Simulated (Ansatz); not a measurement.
Geometry relaxation of ZrHClF$_{4}$ (part 2 of 2)

ZrHClF$_{4}$; RHF/def2-SVP (Ansatz 0.2.0). The input holds or restrains some coordinates. Forces given for the steps count only the free coordinates. It belongs to a series of runs on one base structure; here: pulled along the bonds that form and break, towards end B.

Geometry of the input (Å):
```
Zr 0.0000  0.0000  0.0000
Cl 0.0000  0.0000  2.8700
F  1.8671  0.0000  -0.6593
F  -0.9326  1.6157  -0.6593
F  -0.9326  -1.6157  -0.6593
F  -2.1637  0.0000  0.7189
H  -1.5793  0.0000  1.9315
```

```
  distance Zr 0 - F 5 = 1.9523 Å
  distance H 6 - Cl 1 = 1.3241 Å
  distance Zr 0 - Cl 1 = 3.7197 Å
  distance H 6 - F 5 = 2.1223 Å
1136 factors; integrals over basis functions are off by at most 1.2e-3 eV
mean field -24605.57841882 eV, -904.2383286317 hartree, gradient 1.4e-5 eV, S^2 0.000000; 1 other end points of the search recorded, 0 dependent functions left out
the calculation of the forces begins
reference -24605.57841882 eV, -904.2383286317 hartree; 33, 33 occupied and 77, 77 virtual orbitals, 1136 factors
Total energy: -24605.57841882 eV, -904.2383286317 hartree
Atom 0 at    -0.468055    -0.000000    -0.480998 Å, force    -0.533090    -0.000000     0.725548 eV/Å
Atom 1 at     0.000504     0.000000     3.209106 Å, force    -1.450053    -0.000000    -0.244673 eV/Å
Atom 2 at     1.343159    -0.000000     0.075925 Å, force    -0.003745     0.000000    -0.029552 eV/Å
Atom 3 at    -0.724319     1.562594    -1.517431 Å, force    -0.018505     0.018032    -0.104828 eV/Å
Atom 4 at    -0.724319    -1.562594    -1.517431 Å, force    -0.018505    -0.018032    -0.104828 eV/Å
Atom 5 at    -1.879719    -0.000000     0.867529 Å, force     0.522054     0.000000    -0.662985 eV/Å
Atom 6 at    -1.288351     0.000000     2.905801 Å, force     1.501843     0.000000     0.421318 eV/Å
Dipole moment:    -0.217606    -0.000000     0.036036 e Å
```

Trajectory as extended XYZ (Å, eV, eV/Å), 9 frames, from step=1 to step=9:
```
7
Properties=species:S:1:pos:R:3:forces:R:3 step=1 energy=-24602.69271
Zr    0.0000    0.0000    0.0000   -2.9733   0.0000  -1.1424
Cl    0.0000    0.0000    2.8700   -1.3902   0.0000  -2.7934
F     1.8671    0.0000   -0.6593   -2.1624   0.0000   0.8751
F    -0.9326    1.6157   -0.6593    2.3055  -1.6962   0.3989
F    -0.9326   -1.6157   -0.6593    2.3055   1.6962   0.3989
F    -2.1637    0.0000    0.7189    2.9318   0.0000   4.7509
H    -1.5793    0.0000    1.9315   -1.0169   0.0000  -2.4879
7
Properties=species:S:1:pos:R:3:forces:R:3 step=2 energy=-24602.60532
Zr   -0.0811    0.0000   -0.1750   -2.2737   0.0000   1.1271
Cl   -0.0977    0.0000    2.9990   -2.7666   0.0000  -3.2198
F     1.8401    0.0000   -0.6517   -1.7653   0.0000   0.5059
F    -0.9167    1.6163   -0.6670    1.3705   0.2724  -0.7919
F    -0.9167   -1.6163   -0.6670    1.3705  -0.2724  -0.7919
F    -2.1186    0.0000    0.6279    2.3425   0.0000   2.3014
H    -1.4503    0.0000    2.0764    1.7221   0.0000   0.8693
7
Properties=species:S:1:pos:R:3:forces:R:3 step=3 energy=-24603.02194
Zr   -0.1472    0.0000   -0.2777   -1.2338   0.0000   1.7355
Cl   -0.1669    0.0000    3.0829   -2.5442   0.0000  -2.7330
F     1.8164    0.0000   -0.6468   -1.7887   0.0000   0.4562
F    -0.9044    1.6331   -0.6862    0.7968   1.6701  -1.3249
F    -0.9044   -1.6331   -0.6862    0.7968  -1.6701  -1.3249
F    -2.0915    0.0000    0.5173    1.9206   0.0000   1.3201
H    -1.3432    0.0000    2.2392    2.0525   0.0000   1.8710
7
Properties=species:S:1:pos:R:3:forces:R:3 step=4 energy=-24603.80178
Zr   -0.2294    0.0000   -0.3900   -0.5829   0.0000   1.2028
Cl   -0.2218    0.0000    3.2099   -0.8292   0.0000  -1.2467
F     1.7427    0.0000   -0.6326   -1.4920   0.0000   0.4108
F    -0.8643    1.7144   -0.7663    0.6285   1.1374  -1.1719
F    -0.8643   -1.7144   -0.7663    0.6285  -1.1374  -1.1719
F    -2.0250    0.0000    0.4651    1.0921   0.0000   1.0925
H    -1.2790    0.0000    2.4227    0.5549   0.0000   0.8843
7
Properties=species:S:1:pos:R:3:forces:R:3 step=5 energy=-24604.54233
Zr   -0.2932    0.0000   -0.4203   -1.4248   0.0000   0.5527
Cl   -0.1994    0.0000    3.2733   -1.0854   0.0000  -1.1460
F     1.6245    0.0000   -0.5837   -0.2750   0.0000   0.4164
F    -0.7809    1.7669   -0.9344    0.4203  -0.1959  -0.6641
F    -0.7809   -1.7669   -0.9344    0.4203   0.1959  -0.6641
F    -1.9910    0.0000    0.5722    1.0237   0.0000   0.6269
H    -1.3200    0.0000    2.5697    0.9207   0.0000   0.8783
7
Properties=species:S:1:pos:R:3:forces:R:3 step=6 energy=-24605.00753
Zr   -0.3566    0.0000   -0.4486   -0.9634   0.0000   0.5689
Cl   -0.1464    0.0000    3.2610   -1.6641   0.0000  -0.9910
F     1.5602    0.0000   -0.4647   -0.3321   0.0000   0.4390
F    -0.7333    1.7439   -1.1221    0.1215  -0.4493  -0.4114
F    -0.7333   -1.7439   -1.1221    0.1215   0.4493  -0.4114
F    -1.9518    0.0000    0.7043    1.0803   0.0000  -0.0081
H    -1.3799    0.0000    2.7346    1.6363   0.0000   0.8139
7
Properties=species:S:1:pos:R:3:forces:R:3 step=7 energy=-24605.33989
Zr   -0.4000    0.0000   -0.4614   -0.6053   0.0000   0.3413
Cl   -0.1018    0.0000    3.2491   -1.7047   0.0000  -0.6524
F     1.5065    0.0000   -0.2818   -0.4780   0.0000   0.3087
F    -0.7315    1.6803   -1.3064    0.0634  -0.5653  -0.1095
F    -0.7315   -1.6803   -1.3064    0.0634   0.5653  -0.1095
F    -1.9029    0.0000    0.7986    0.8980   0.0000  -0.3897
H    -1.3800    0.0000    2.8508    1.7633   0.0000   0.6111
7
Properties=species:S:1:pos:R:3:forces:R:3 step=8 energy=-24605.53096
Zr   -0.4342    0.0000   -0.4596   -0.3722   0.0000   0.2004
Cl   -0.0580    0.0000    3.2438   -1.4307   0.0000  -0.4080
F     1.4418    0.0000   -0.0980   -0.4215   0.0000   0.1291
F    -0.7358    1.6012   -1.4458    0.0392  -0.3730   0.0530
F    -0.7358   -1.6012   -1.4458    0.0392   0.3730   0.0530
F    -1.8815    0.0000    0.8506    0.6454   0.0000  -0.5026
H    -1.3376    0.0000    2.8973    1.5007   0.0000   0.4751
7
Properties=species:S:1:pos:R:3:forces:R:3 step=9 energy=-24605.57842
Zr   -0.4681    0.0000   -0.4810   -0.5331   0.0000   0.7255
Cl    0.0005    0.0000    3.2091   -1.4501   0.0000  -0.2447
F     1.3432    0.0000    0.0759   -0.0037   0.0000  -0.0296
F    -0.7243    1.5626   -1.5174   -0.0185   0.0180  -0.1048
F    -0.7243   -1.5626   -1.5174   -0.0185  -0.0180  -0.1048
F    -1.8797    0.0000    0.8675    0.5221   0.0000  -0.6630
H    -1.2884    0.0000    2.9058    1.5018   0.0000   0.4213
```

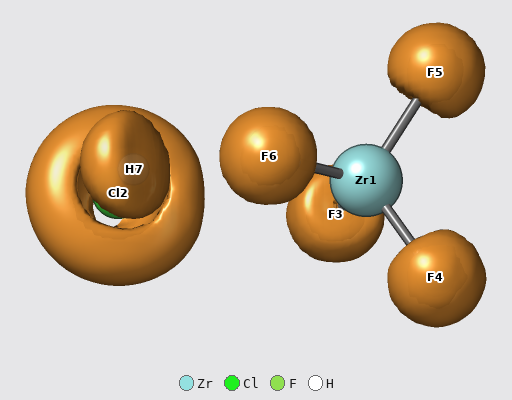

**Figure 1.** Isosurface of the electron localisation function at 0.8 (orange), seen from the side. Core shells and regions of very low density are left out. Along the contacts the grid gives the following. Zr1···Cl2 (3.72 Å): the ELF is only about 0 between them; a non-bonded, intermolecular contact. Zr–F (1.89 Å): the ELF peaks at about 0.85 in the valence shell of F, 0.5 Å from its nucleus, and drops to about 0.20 between the two atoms.

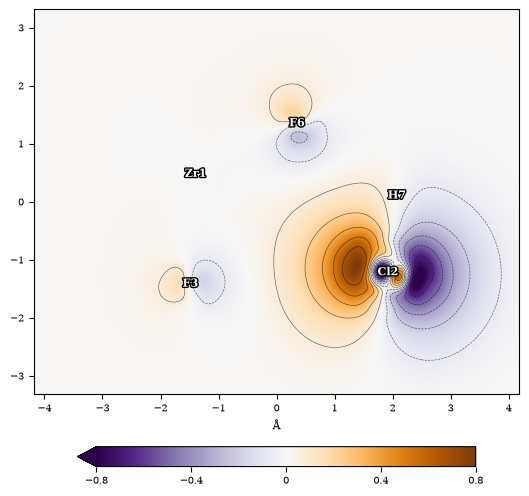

**Figure 2.** The HOMO−1 on the plane of atoms F3, Zr1 and F6 (values in Å⁻³ᐟ²; the overall sign is arbitrary). Its energy is −13.02 eV.

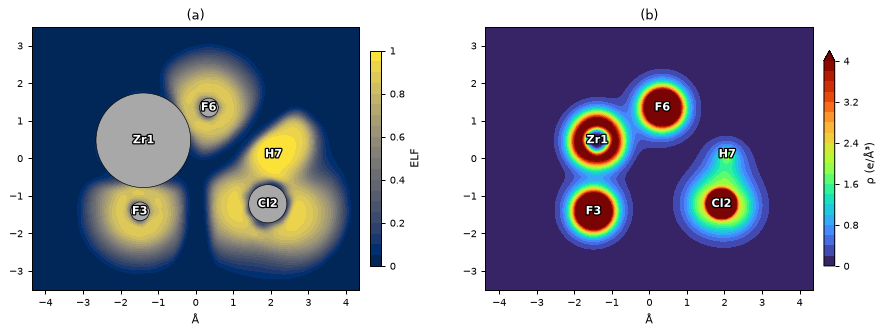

**Figure 3.** (a) electron localisation function; (b) total electron density on the plane of atoms F3, Zr1 and F6. Grey discs, where drawn, cover atomic cores. The section cuts through Zr, Cl, F and H sites. Cl–H (1.32 Å): ρ is about 1.8 e/Å³ halfway, with its minimum of 1.6 e/Å³ about 1.0 Å from Cl; the ELF climbs to about 1 towards the hydrogen, as it does in any bond to H.

Summary:

```json
{"quantity": "outcome", "value": "converged under the restraints of the input"}
{"quantity": "total energy", "value": "−24605.5784 eV"}
{"quantity": "mean-field energy", "value": "−24605.5784 eV"}
{"quantity": "largest force (length of the vector) at the end, held atoms and coordinates included", "value": "1.560 eV/Å"}
{"quantity": "hardware", "value": "2 threads of Arm Neoverse N1, 24 GiB of memory available, shared host"}
{"quantity": "wall time", "value": "29 s (CPU time 54 s)"}
{"quantity": "peak memory", "value": "0.24 GiB"}
```
